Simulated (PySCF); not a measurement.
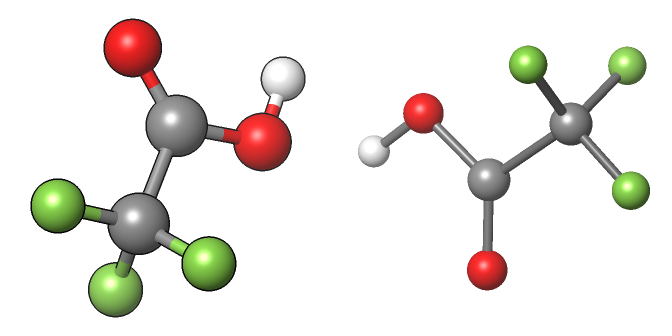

Two views of one molecule. Colours: oxygen red, carbon grey, fluorine green, hydrogen white.

The computed structure is the end point of a PBE0-D3(BJ)/def2-SVP optimisation. No frequency run is at hand to confirm it as a minimum.

> What is the molecular formula?

C2HF3O2, 8 atoms: 2 carbon, 1 hydrogen, 3 fluorine and 2 oxygen.

> Name functional groups in it.

Among them: carboxylic acid, C–F bond.

> Count the bonded pairs by element.

3 C–F, 2 C–O, 1 C–C, 1 O–H.

> Write the SMILES.

O=C(O)C(F)(F)F

> Does it have rings?

It has no ring.

More results for the same structure follow; atom numbers are the same in all pictures, views and colours differ.

Geometry

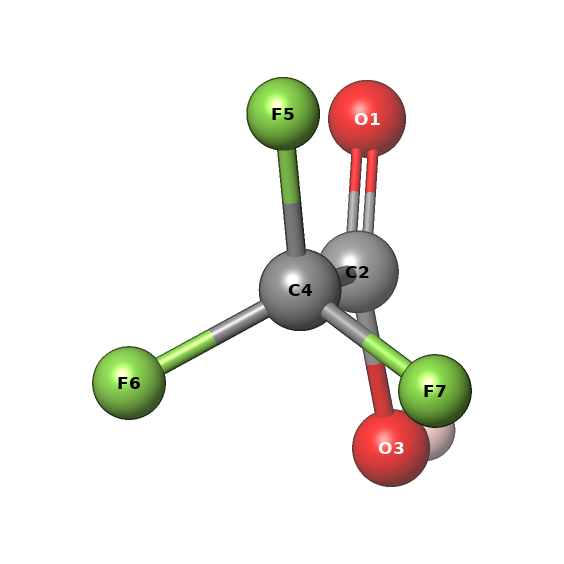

C2 lies behind C4. The molecule seen a little off the C4–C2 bond, C4 in front. Depth is shown by fading: the farther an atom, the more it takes the colour of the background. No frequency run is at hand to confirm it as a minimum.

> What is the torsion angle F5–C4–C2–O3? The sign is positive where the front bond must turn clockwise to cover the back bond.

175°, antiperiplanar (anti).

Bond orders

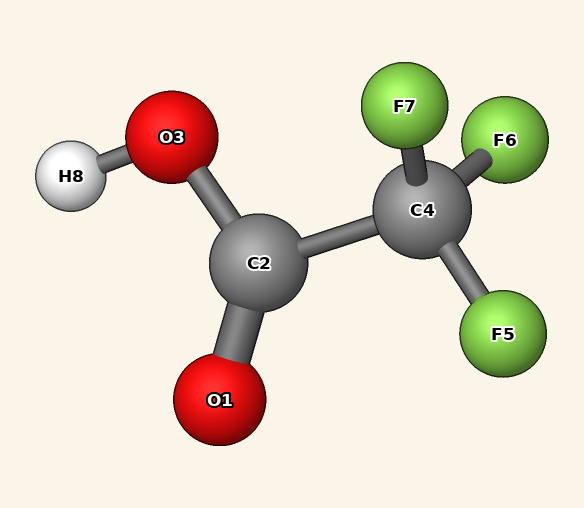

The thickness of each stick grows with its Mayer bond order. No frequency run is at hand to confirm it as a minimum. Method: PBE0/pcSseg-0 (PySCF 2.14.0).

List the Mayer bond orders of O1–C2, C2–O3, C2–C4, O3–H8, C4–F5, C4–F6, C4–F7. Atoms whose distances differ by more than 0.02 Å in this geometry are listed apart.

| bond | Mayer order | length (Å) |
| --- | --- | --- |
| O1–C2 | 1.84 | 1.194 |
| C2–O3 | 1.03 | 1.326 |
| C2–C4 | 0.84 | 1.540 |
| O3–H8 | 0.77 | 0.971 |
| C4–F5 | 0.92 | 1.319 |
| C4–F6 | 0.94 | 1.331 |
| C4–F7 | 0.94 | 1.329 |

Electronic properties

No frequency run is at hand to confirm it as a minimum. Level of theory: PBE/def2-SVPD, gas phase (PySCF 2.14.0). Excitations: vertical, linear response.

Predict the main results.

- dipole moment: 2.19 D
- HOMO energy (Kohn–Sham orbital): −7.59 eV
- LUMO energy (Kohn–Sham orbital): −2.42 eV
- HOMO–LUMO gap: 5.18 eV
- mean static polarisability: 37.4 bohr³
- lowest vertical singlet excitation: 5.41 eV
- its oscillator strength: 0.001
- brightest of the 10 lowest singlets: 8.03 eV
- its oscillator strength: 0.10

Quadrupole coupling

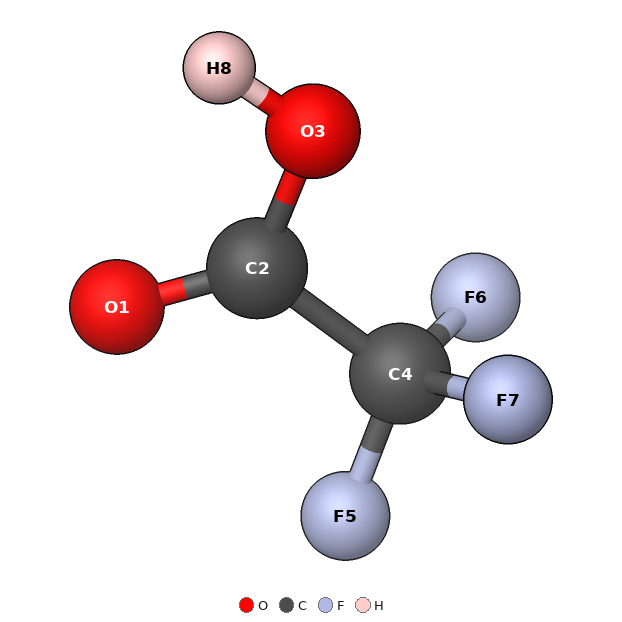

No frequency run is at hand to confirm it as a minimum. Electric field gradients from the ground-state density, PBE0/pcSseg-0 (PySCF 2.14.0), non-relativistic apart from any core potentials.

Give the largest field-gradient component, the quadrupole coupling constant and the asymmetry for 17O at O1 (Q = −25.6 mb), 17O at O3 (Q = −25.6 mb).

| atom | V_zz (a.u.) | e²qQ/h (MHz) | η |
| --- | --- | --- | --- |
| O1 | −1.799 | 10.82 | 0.25 |
| O3 | 1.732 | −10.42 | 0.52 |
